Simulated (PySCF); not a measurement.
# SVWN5/ccECP-cc-pVDZ (core potential) run of BH (SMILES [BH])

What is the energy change on altering one bond length of BH at SVWN5/ccECP-cc-pVDZ (core potential)? 

Program for the calculation: PySCF 2.14.0.

12 further runs of the same task are left out: 12 set aside as unsound or not needed.

**1. The system as given**

BH: 2 atoms, total charge 0, spin state singlet. As SMILES, `[BH]`. The bond length is the measured one.

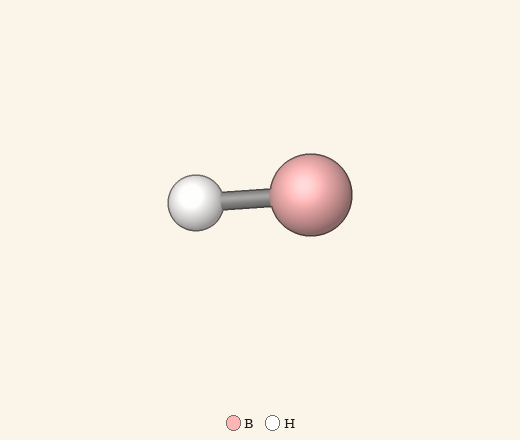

Viewed from a chosen angle; boron pink, hydrogen white.

**2. A single-point energy at SVWN5/ccECP-cc-pVDZ (core potential)**

Input file run.py:

```python
from pyscf import gto, dft

mol = gto.M(
    atom=[
    ('B', (0.000000, 0.000000, 0.000000)),
    ('H', (0.000000, 0.000000, 1.232400)),
],
    verbose=3,
    spin=0,
    charge=0,
    ecp='ccecp',
    max_memory=1860,
    basis='ccecp-cc-pvdz',
)

myscf = dft.RKS(mol)
myscf.xc = 'svwn'
myscf.grids.level = 5
myscf.conv_tol = 1e-10
myscf.kernel()
if not myscf.converged:
    myscf = myscf.newton().run(myscf.mo_coeff, myscf.mo_occ)

e_final = myscf.e_tot
print('E = %.10f Eh' % e_final)
```

Started as:

```
OMP_NUM_THREADS=1 python run.py
```

What it wrote:

```text
converged SCF energy = -3.18901995664574
E = -3.1890199566 Eh
```

It took 0.84 s on 1 thread of Arm Neoverse V2, shared host; peak memory 0.13 GiB.

**3. The distorted shape, same level**

Input file run.py:

```python
from pyscf import gto, dft

mol = gto.Mole()
mol.atom = [
    ('B', (0.000000, 0.000000, -0.246500)),
    ('H', (0.000000, 0.000000, 1.232400)),
]
mol.verbose = 3
mol.basis = 'ccecp-cc-pvdz'
mol.ecp = {'B': 'ccecp', 'H': 'ccecp'}
mol.max_memory = 1860
mol.charge = 0
mol.build()

myscf = dft.RKS(mol)
myscf.xc = 'svwn'
myscf.conv_tol = 1e-10
myscf.grids.level = 5
myscf.kernel()
if not myscf.converged:
    myscf = myscf.newton().run(myscf.mo_coeff, myscf.mo_occ)

etot = myscf.e_tot
print(f'total energy: {etot:.8f} hartree')
```

Started as:

```
OMP_NUM_THREADS=1 python run.py
```

What it wrote:

```text
converged SCF energy = -3.18207637598091
total energy: -3.18207638 hartree
```

It took 0.8 s on 1 thread of Arm Neoverse V2, shared host; peak memory 0.13 GiB.

**4. Results**

Level: SVWN5/ccECP-cc-pVDZ (core potential).

| quantity | value |
| --- | --- |
| first shape: total energy | -3.18902 Eh |
| first shape: dipole moment | 1.69 D |
| first shape: HOMO energy | -5.34 eV |
| first shape: LUMO energy | -3.45 eV |
| first shape: HOMO–LUMO gap | 1.89 eV |
| distorted shape: total energy | -3.18208 Eh |
| distorted shape: dipole moment | 0.87 D |
| distorted shape: HOMO energy | -5.64 eV |
| distorted shape: LUMO energy | -3.58 eV |
| distorted shape: HOMO–LUMO gap | 2.06 eV |
| energy change with the B1–H2 bond stretched from 1.232 to 1.479 Å | 0.189 eV |

With the B1–H2 bond stretched from 1.232 to 1.479 Å the energy rises by 0.19 eV (18.2 kJ/mol). The first shape isn't relaxed at this level, so the change isn't measured from a minimum.
